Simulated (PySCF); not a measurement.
## Electronic structure of C$_{5}$H$_{9}$NO$_{2}$Si (SMILES [SiH3]CCOc1ncco1) in real space

```xyz
18

Si   -3.1342    0.2552   -0.8333
C    -1.3796    0.5428   -0.1607
C    -0.7652   -0.7187    0.4157
O     0.5058   -0.4803    1.0302
C     1.5052   -0.2493    0.1993
N     1.4938   -0.2502   -1.0958
C     2.7910    0.0294   -1.4464
C     3.5252    0.1869   -0.3235
O     2.6989    0.0076    0.7487
H    -3.9902   -0.2348    0.2506
H    -3.6485    1.5304   -1.3327
H    -3.1006   -0.7331   -1.9106
H    -0.7301    0.9049   -0.9580
H    -1.3944    1.3090    0.6162
H    -0.6415   -1.4740   -0.3660
H    -1.3743   -1.1214    1.2272
H     3.0778    0.0932   -2.4748
H     4.5522    0.4086   -0.1275
```

Geometry: GFN2-xTB.

Method: PBE0/pcSseg-1, SCF density, gas phase, non-relativistic in PySCF.

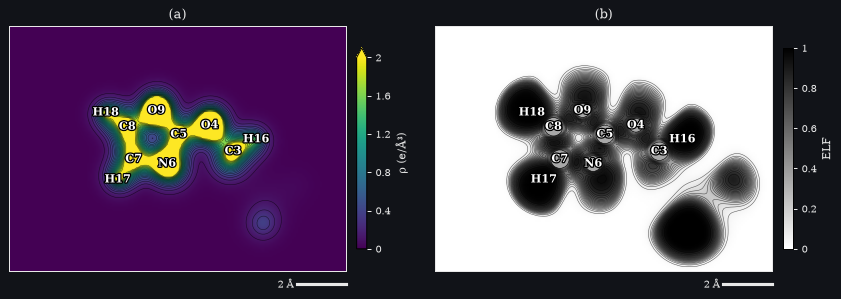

Figure 1. (a) total electron density; (b) ELF on the plane of atoms C5, N6 and C7. Grey discs cover the atomic cores in the ELF map.

Read the bonding off the picture.

Atoms in the plane: C, O, N and H.
C–N (1.30 Å): ρ is about 2.7 e/Å³ halfway; the ELF peaks at about 0.90 between the atoms: a covalent bond.
C–O (1.32 Å): the density is about 2.6 e/Å³ at the midpoint; the ELF peaks at about 0.90 between the atoms (a polar covalent bond).
C–C (1.35 Å): the density is about 2.3 e/Å³ at the midpoint; the ELF peaks at about 0.95 between the atoms; a covalent bond.
C–H (1.07 Å): the density is about 2.1 e/Å³ at the midpoint; the ELF climbs to about 1 towards the hydrogen, as it does in any bond to H (a covalent bond by its length).
C–O (1.37 Å): the density is about 2.3 e/Å³ at the midpoint; the ELF peaks at about 0.90 between the atoms, as expected for a polar covalent bond.
The ELF also peaks beside N6, O4 and O9, away from the bonds: lone-pair regions.

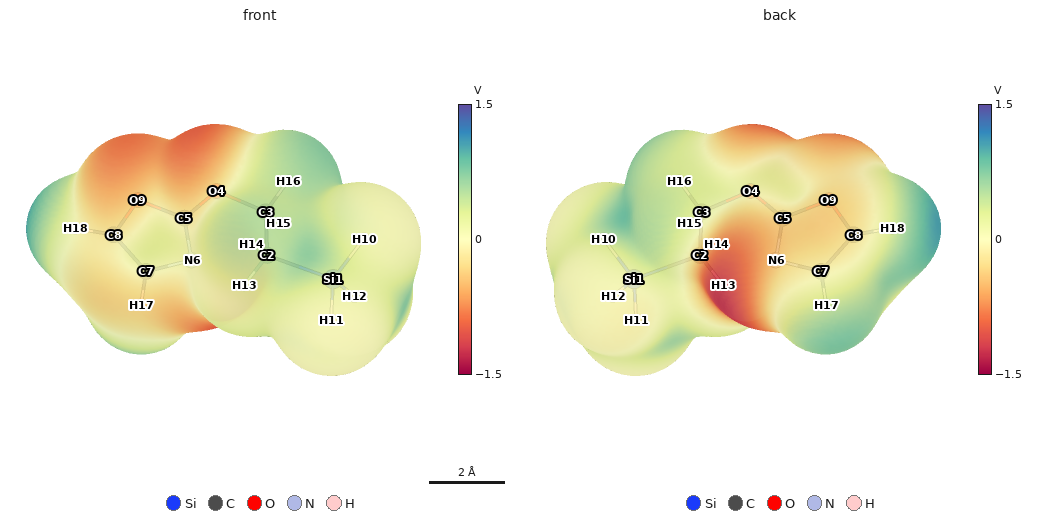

Figure 2. The molecular electrostatic potential painted on the density surface at 0.001 e/bohr³, seen from the front and from behind; red is negative and blue positive.

Where is the surface potential most negative and most positive?

The most negative region (about −1.3 V, or −30 kcal/mol for a unit charge) lies over N6, the most positive (about +1.0 V, or +23 kcal/mol for a unit charge) over H18. N6 is the likeliest acceptor of a hydrogen bond.
